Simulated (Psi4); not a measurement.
# GeSiH5Cl (SMILES [SiH3][GeH2][Cl]) at wB97X-V/def2-SVP

What is the vertical singlet–triplet gap of GeSiH5Cl at wB97X-V/def2-SVP? 

The results are computed with Psi4 1.11.

1 further run of the same task is left out (set aside as unsound or not needed). Runs told in other sessions of the task aren't counted.

## (1) Starting point

GeSiH5Cl: 8 atoms, total charge 0, spin state singlet. As SMILES, `[SiH3][GeH2][Cl]`. Geometry: relaxed at PBE0-D4/def2-TZVP.

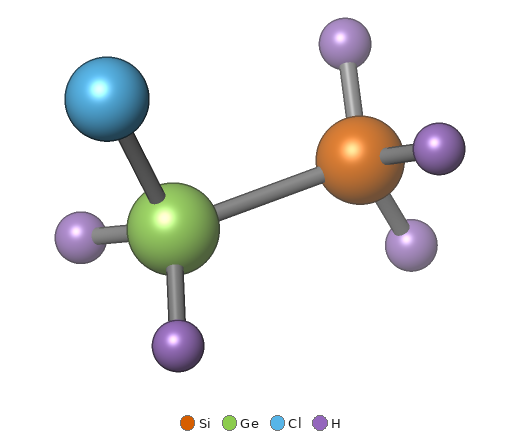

Viewed from a chosen angle; silicon orange, germanium green, chlorine blue, hydrogen purple.

## (2) The energy at wB97X-V/def2-SVP

The input, clgeh5si_ase.py:

```python
import numpy as np
from ase.calculators.psi4 import Psi4
from ase import Atoms

a = Atoms(['Si', 'Ge', 'Cl', 'H', 'H', 'H', 'H', 'H'], positions=[
    [-0.863600, 0.827300, -0.302500],
    [0.738300, -0.882000, 0.118400],
    [1.963100, -0.183700, 1.766200],
    [-1.744900, 0.416200, -1.427300],
    [-0.149800, 2.078700, -0.658900],
    [-1.678500, 1.035600, 0.920200],
    [1.703100, -1.135200, -1.051200],
    [0.124600, -2.213900, 0.579200],
])
calc = Psi4(atoms=a, method='wb97x-v', basis='def2-SVP', memory='2200MB', num_threads=1, charge=0, multiplicity=1, label='calc', reference='rks')
calc.psi4.set_options({'puream': True, 'e_convergence': 1e-09, 'd_convergence': 1e-08, 'scf_type': 'pk', 'dft_radial_points': 99, 'dft_spherical_points': 590})
a.calc = calc

print(f'energy: {a.get_potential_energy():.6f} eV')
```

Launch:

```
$ python clgeh5si_ase.py
```

calc.dat:

```text
[...]
  Running in c1 symmetry.
[...]
  Nuclear repulsion =  338.365643184902012
[...]
  Multiplicity = 1
[...]
  Nalpha       = 34
  Nbeta        = 34
[...]
    Number of basis functions: 93
[...]
   @RKS iter   1: -2827.63935645318497   -2.43753e+00   2.50446e-02 ADIIS/DIIS
[...]
   @RKS iter  11: -2828.93101010379223   -1.45519e-11   7.31655e-09 DIIS
[...]
    Orbital Energies [Eh]
    ---------------------
    Doubly Occupied:
       1A   -398.556117     2A   -101.472669     3A    -66.140751
       4A    -49.830041     5A    -44.355982     6A    -44.354518
       7A    -44.354509     8A     -9.537098     9A     -7.297390
      10A     -7.289894    11A     -7.289873    12A     -6.352722
      13A     -5.406147    14A     -4.530356    15A     -4.524933
      16A     -4.524880    17A     -3.759620    18A     -3.758931
      19A     -3.758799    20A     -1.357741    21A     -1.354346
      22A     -1.353961    23A     -1.350641    24A     -1.349765
      25A     -0.930574    26A     -0.709202    27A     -0.639100
      28A     -0.488938    29A     -0.482733    30A     -0.458624
      31A     -0.458044    32A     -0.442206    33A     -0.401606
      34A     -0.379471
[...]
  @RKS Final Energy: -2828.93101010379223
   => Energetics <=
    Nuclear Repulsion Energy =            338.3656431849020123
    One-Electron Energy =               -4608.3100322387481356
    Two-Electron Energy =                1540.4473915493749701
    DFT Exchange-Correlation Energy =     -99.7145035023494302
    Empirical Dispersion Energy =           0.0000000000000000
    VV10 Nonlocal Energy =                  0.2804909030281903
    Total Energy =                      -2828.9310101037922323
[...]
 Multipole Moments:
 ------------------------------------------------------------------------------------
     Multipole            Electronic (a.u.)      Nuclear  (a.u.)        Total (a.u.)
 ------------------------------------------------------------------------------------
 L = 1.  Multiply by 2.5417464519 to convert [e a0] to [Debye]
 Dipole X            :          5.9860802           -6.5467643           -0.5606841
 Dipole Y            :         -6.8496067            6.7251019           -0.1245048
 Dipole Z            :          1.2686743           -1.8936689           -0.6249946
 Magnitude           :                                                    0.8488147
[...]
```

Standard output:

```text
energy: -76979.133752 eV
```

Run time: 78 s. Hardware: 1 thread of Intel Xeon 6975P-C (Granite Rapids), shared host; peak memory 1.3 GiB.

## (3) The triplet

The input, job.json:

```json
{
  "schema_name": "qcschema_input",
  "schema_version": 1,
  "molecule": {
    "schema_name": "qcschema_molecule",
    "schema_version": 2,
    "symbols": ["Si", "Ge", "Cl", "H", "H", "H", "H", "H"],
    "geometry": [-1.63196748, 1.56337042, -0.57164215, 1.3951848, -1.66673844, 0.22374357, 3.70972136, -0.34714269, 3.33763428, -3.29738311, 0.78650401, -2.6972061, -0.28308097, 3.9281737, -1.24514054, -3.1719053, 1.95700037, 1.73892598, 3.21839256, -2.1452171, -1.9864801, 0.23545988, -4.18366467, 1.09452937],
    "molecular_charge": 0,
    "molecular_multiplicity": 3,
    "fix_symmetry": "c1",
    "fix_com": true,
    "fix_orientation": true
  },
  "driver": "energy",
  "model": {
    "method": "wb97x-v",
    "basis": "def2-SVP"
  },
  "keywords": {
    "reference": "uks",
    "puream": true,
    "e_convergence": 1e-09,
    "d_convergence": 1e-08,
    "scf_type": "pk",
    "dft_radial_points": 99,
    "dft_spherical_points": 590,
    "maxiter": 100
  }
}
```

Launch:

```
$ psi4 --qcschema job.json -n 1 --memory 2200MB
```

stdout:

```text
[...]
  Running in c1 symmetry.
[...]
  Nuclear repulsion =  338.365643360099796
[...]
  Multiplicity = 3
[...]
  Nalpha       = 35
  Nbeta        = 33
[...]
    Number of basis functions: 93
[...]
   @UKS iter   1: -2827.26846207863991   -2.06663e+00   2.56172e-02 DIIS/ADIIS
[...]
   @UKS iter  20: -2828.70695585268732   -1.81899e-12   5.44960e-09 DIIS
[...]
   @S^2 Observed:                2.006701835E+00
[...]
    Orbital Energies [Eh]
    ---------------------
    Alpha Occupied:
       1A   -398.542419     2A   -101.490697     3A    -66.176054
       4A    -49.816982     5A    -44.343424     6A    -44.341654
       7A    -44.340952     8A     -9.556470     9A     -7.317746
      10A     -7.312541    11A     -7.307555    12A     -6.340710
      13A     -5.437024    14A     -4.519237    15A     -4.513518
      16A     -4.511624    17A     -3.794821    18A     -3.788692
      19A     -3.787992    20A     -1.345662    21A     -1.345517
      22A     -1.342268    23A     -1.338689    24A     -1.337858
      25A     -0.956387    26A     -0.731848    27A     -0.649363
      28A     -0.505467    29A     -0.497155    30A     -0.476813
      31A     -0.471883    32A     -0.469641    33A     -0.415502
      34A     -0.415398    35A     -0.159991
[...]
  @UKS Final Energy: -2828.70695585268732
   => Energetics <=
    Nuclear Repulsion Energy =            338.3656433600997957
    One-Electron Energy =               -4607.8596696861104647
    Two-Electron Energy =                1540.1902113168480355
    DFT Exchange-Correlation Energy =     -99.6829268484218574
    Empirical Dispersion Energy =           0.0000000000000000
    VV10 Nonlocal Energy =                  0.2797860048968909
    Total Energy =                      -2828.7069558526873152
  UHF NO Occupations:
  HONO-2 :   33  A 1.9980167
  HONO-1 :   34  A 1.0000000
[...]
 Multipole Moments:
 ------------------------------------------------------------------------------------
     Multipole            Electronic (a.u.)      Nuclear  (a.u.)        Total (a.u.)
 ------------------------------------------------------------------------------------
 L = 1.  Multiply by 2.5417464519 to convert [e a0] to [Debye]
 Dipole X            :        -81.9823481           81.5651151           -0.4172331
 Dipole Y            :         37.2627152          -37.0070736            0.2556416
 Dipole Z            :        -53.0360443           52.8012155           -0.2348288
 Magnitude           :                                                    0.5427528
[...]
```

The result, in JSON:

```text
{
 "driver": "energy",
 "model": {
  "method": "wb97x-v",
  "basis": "def2-SVP"
 },
 "success": true,
 "return_result": -2828.7069558526873,
 "properties": {
  "calcinfo_nbasis": 93,
  "calcinfo_nmo": 93,
  "calcinfo_nalpha": 35,
  "calcinfo_nbeta": 33,
  "calcinfo_natom": 8,
  "nuclear_repulsion_energy": 338.3656433600998,
  "return_energy": -2828.7069558526873,
  "scf_one_electron_energy": -4607.8596696861105,
  "scf_two_electron_energy": 1540.190211316848,
  "scf_vv10_energy": 0.27978600489689087,
  "scf_xc_energy": -99.68292684842186,
  "scf_dipole_moment": [-0.417233071269834, 0.2556416041847669, -0.23482876150380605],
  "scf_total_energy": -2828.7069558526873,
  "scf_iterations": 20
 }
}
```

It took 2.4 min on 1 thread of Intel Xeon 6975P-C (Granite Rapids), shared host; peak memory 1.3 GiB.

## (4) Summary of results

Level: wB97X-V/def2-SVP.

```
                                        quantity           value
                           singlet: total energy  -2828.93101 Eh
                          singlet: dipole moment          2.16 D
                            singlet: HOMO energy       -10.33 eV
                            singlet: LUMO energy         1.65 eV
                          singlet: HOMO–LUMO gap        11.98 eV
                           triplet: total energy  -2828.70696 Eh
                          triplet: dipole moment          1.38 D
     triplet: HOMO energy (highest over α and β)        -4.35 eV
                                   triplet: ⟨S²⟩           2.007
vertical energy of the triplet above the singlet        6.097 eV
```

**Reading.** At this shape the triplet lies 6.10 eV (588 kJ/mol) above the singlet.
